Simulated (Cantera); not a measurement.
Input: 1 mol CH3Cl, 0.35 mol H2, equilibrated at 2800 °C.

Method: chemical equilibrium by Gibbs-energy minimisation in Cantera with the NASA 1993 tables (ideal gas, pure condensed phases). Candidate condensed phases: C, C6H6, C7H8, C8H18; 91 gas species. The tables' values for CCl are old estimates; treat these amounts as uncertain. Equilibrium is a limit: real reactors are often held back by kinetics, nucleation or transport.

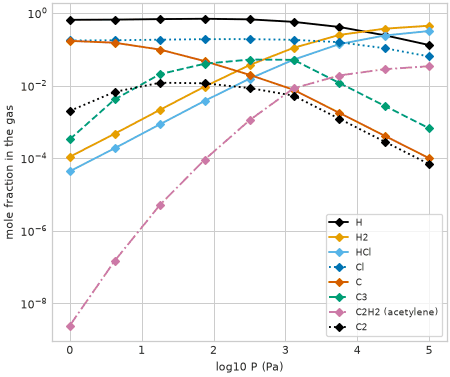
Figure: Equilibrium gas composition (values under 1e-9 drawn at 1e-9)

From 1.00 Pa to 320 Pa nothing is condensed. From 1300 Pa to 100000 Pa the condensed part is C(graphite). The main C-bearing gas is C at 1.00 Pa and C2H2 (acetylene) at 100000 Pa.
